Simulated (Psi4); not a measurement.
# HF/3-21G run of GeSiH5Cl (SMILES [SiH3][GeH2][Cl])

Aim: the energy change on altering one bond length of GeSiH5Cl at HF/3-21G, from 2 runs. 

The results are computed with Psi4 1.11.

1 further run of the same task is left out (set aside as unsound or not needed). Runs told in other sessions of the task aren't counted.

## Step 1: The molecule

The species is GeSiH5Cl (8 atoms), meant as a singlet with charge 0. SMILES: `[SiH3][GeH2][Cl]`. The coordinates come from a PBE0-D4/def2-TZVP relaxation.

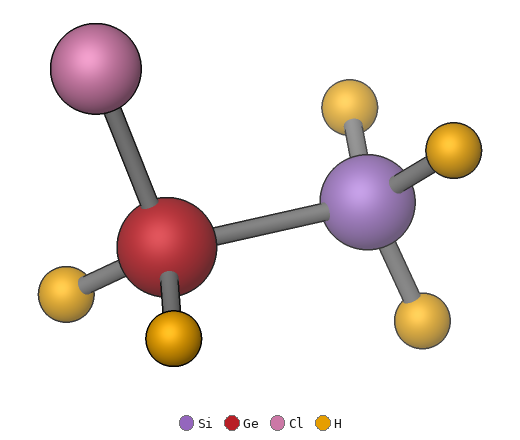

Viewed from a chosen angle; silicon purple, germanium red, chlorine pink, hydrogen amber.

## Step 2: The energy at HF/3-21G

Contents of calc.dat:

```
memory 2200 MB

molecule mol {
  0 1
  Si    -0.863600     0.827300    -0.302500
  Ge     0.738300    -0.882000     0.118400
  Cl     1.963100    -0.183700     1.766200
  H     -1.744900     0.416200    -1.427300
  H     -0.149800     2.078700    -0.658900
  H     -1.678500     1.035600     0.920200
  H      1.703100    -1.135200    -1.051200
  H      0.124600    -2.213900     0.579200
  units angstrom
  symmetry c1
}

set globals {
  basis 3-21G
  puream true
  e_convergence 1e-09
  d_convergence 1e-08
  scf_type pk
}

energy_value, wavefunction = energy('hf', return_wfn=True)
```

The run is started by

```console
psi4 calc.dat calc.out -n 1
```

calc.out:

```text
[...]
  Running in c1 symmetry.
[...]
  Nuclear repulsion =  338.365643184902012
[...]
  Multiplicity = 1
[...]
  Nalpha       = 34
  Nbeta        = 34
[...]
    Number of basis functions: 58
[...]
   @RHF iter   1: -2812.55310291161413   -4.02814e+00   1.32179e-02 DIIS/ADIIS
[...]
   @RHF iter  10: -2812.95403487329122   -6.82121e-12   4.59606e-09 DIIS
[...]
    Orbital Energies [Eh]
    ---------------------
    Doubly Occupied:
       1A   -402.733308     2A   -104.085795     3A    -68.306126
       4A    -51.962048     5A    -45.973587     6A    -45.972940
       7A    -45.972742     8A    -10.479816     9A     -7.943009
      10A     -7.939404    11A     -7.939380    12A     -7.190979
      13A     -6.123527    14A     -5.147105    15A     -5.143458
      16A     -5.143115    17A     -4.218808    18A     -4.218545
      19A     -4.218529    20A     -1.596312    21A     -1.593389
      22A     -1.593385    23A     -1.589252    24A     -1.588514
      25A     -1.084213    26A     -0.784074    27A     -0.698873
      28A     -0.531371    29A     -0.517309    30A     -0.495024
      31A     -0.489097    32A     -0.477102    33A     -0.439536
      34A     -0.404001
[...]
  @RHF Final Energy: -2812.95403487329122
   => Energetics <=
    Nuclear Repulsion Energy =            338.3656431849020123
    One-Electron Energy =               -4593.4520078830200873
    Two-Electron Energy =                1442.1323298248264564
    Total Energy =                      -2812.9540348732916755
[...]
 Multipole Moments:
 ------------------------------------------------------------------------------------
     Multipole            Electronic (a.u.)      Nuclear  (a.u.)        Total (a.u.)
 ------------------------------------------------------------------------------------
 L = 1.  Multiply by 2.5417464519 to convert [e a0] to [Debye]
 Dipole X            :          5.6867066           -6.5467643           -0.8600577
 Dipole Y            :         -7.0074265            6.7251019           -0.2823245
 Dipole Z            :          0.8745007           -1.8936689           -1.0191682
 Magnitude           :                                                    1.3631252
[...]
```

It took 1.6 s on 1 thread of Intel Xeon 6975P-C (Granite Rapids), shared host; peak memory 0.22 GiB.

## Step 3: The distorted shape: energy and forces at HF/3-21G

Contents of calc.dat:

```
memory 2.2 GB

molecule molecule1 {
  0 1
  Si    -2.54361294     1.80262109     0.53351882
  Ge     0.48353934    -1.42748778     1.32890454
  Cl     2.79807590    -0.10789202     4.44279525
  H     -4.20902857     1.02575468    -1.59204513
  H     -1.19472643     4.16742436    -0.13997957
  H     -4.08355076     2.19625104     2.84408695
  H      3.21839256    -2.14521710    -1.98648010
  H     -0.67618558    -3.94441400     2.19969034
  units au
  symmetry c1
}

set puream true
set e_convergence 1e-09
set d_convergence 1e-08
set scf_type pk

energy_value, wavefunction = gradient("scf/3-21G", return_wfn=True)
oeprop(wavefunction, "DIPOLE", "MULLIKEN_CHARGES", "QUADRUPOLE", title="SCF")
```

The run is started by

```console
psi4 -i calc.dat -o calc.out -n 1
```

calc.out (excerpt; [...] marks lines left out):

```text
[...]
  Running in c1 symmetry.
[...]
  Nuclear repulsion =  333.756396873686128
[...]
  Multiplicity = 1
[...]
  Nalpha       = 34
  Nbeta        = 34
[...]
    Number of basis functions: 58
[...]
   @RHF iter   1: -2812.33532119731217   -4.13131e+00   1.40303e-02 DIIS/ADIIS
[...]
   @RHF iter  11: -2812.87513453573956   -1.81899e-12   3.51786e-09 DIIS
[...]
  @RHF Final Energy: -2812.87513453573956
   => Energetics <=
    Nuclear Repulsion Energy =            333.7563968736861284
    One-Electron Energy =               -4583.2988575342697004
    Two-Electron Energy =                1436.6673261248442941
    Total Energy =                      -2812.8751345357395621
[...]
  -Total Gradient:
     Atom            X                  Y                   Z
    ------   -----------------  -----------------  -----------------
       1        0.005689774686    -0.009392824128     0.007200820481
       2       -0.025776552768     0.024502795441     0.061044486686
       3       -0.016910775087    -0.007734930056    -0.019074223979
       4       -0.001108400663     0.000958848522    -0.000792965527
       5       -0.000095329576     0.001180352478    -0.000541003515
       6       -0.001176779547     0.001464383854    -0.000670645322
       7        0.043656696018    -0.010813210988    -0.051481791086
       8       -0.004278633067    -0.000165415075     0.004315322270
[...]
 Multipole Moments:
 ------------------------------------------------------------------------------------
     Multipole            Electronic (a.u.)      Nuclear  (a.u.)        Total (a.u.)
 ------------------------------------------------------------------------------------
 L = 1.  Multiply by 2.5417464519 to convert [e a0] to [Debye]
 Dipole X            :          4.8961140           -6.0753888           -1.1792748
 Dipole Y            :         -6.7261651            6.6013950           -0.1247701
 Dipole Z            :          1.8194017           -2.4651036           -0.6457019
 Magnitude           :                                                    1.3502546
 L = 2.  Multiply by 1.3450342976 to convert [e a0^2] to [Debye ang]
 Quadrupole XX       :       -310.9647792          272.1640820          -38.8006972
 Quadrupole XY       :        108.0209012         -108.1846936           -0.1637925
[...]
  Mulliken Charges: (a.u.)
   Center  Symbol    Alpha    Beta     Spin     Total
[...]
```

Wall time 2.1 s (1 thread of Intel Xeon 6975P-C (Granite Rapids), shared host); peak memory 0.22 GiB.

## Step 4: Outcome

At HF/3-21G:

| quantity | value |
| --- | --- |
| first shape: total energy | -2812.95403 Eh |
| first shape: dipole moment | 3.46 D |
| first shape: HOMO energy | -10.99 eV |
| first shape: LUMO energy | 2.40 eV |
| first shape: HOMO–LUMO gap | 13.39 eV |
| distorted shape: total energy | -2812.87513 Eh |
| distorted shape: dipole moment | 3.43 D |
| distorted shape: HOMO energy | -10.17 eV |
| distorted shape: LUMO energy | 1.21 eV |
| distorted shape: HOMO–LUMO gap | 11.38 eV |
| distorted shape: largest force on an atom | 3.633 eV/Å |
| energy change with the Ge2–H7 bond stretched from 1.537 to 2.306 Å | 2.147 eV |

In words: With the Ge2–H7 bond stretched from 1.537 to 2.306 Å the energy rises by 2.15 eV (207 kJ/mol). The first shape isn't relaxed at this level, so the change isn't measured from a minimum. Mulliken charges (distorted shape) run from -0.48 on Cl3 to +0.66 on Ge2.
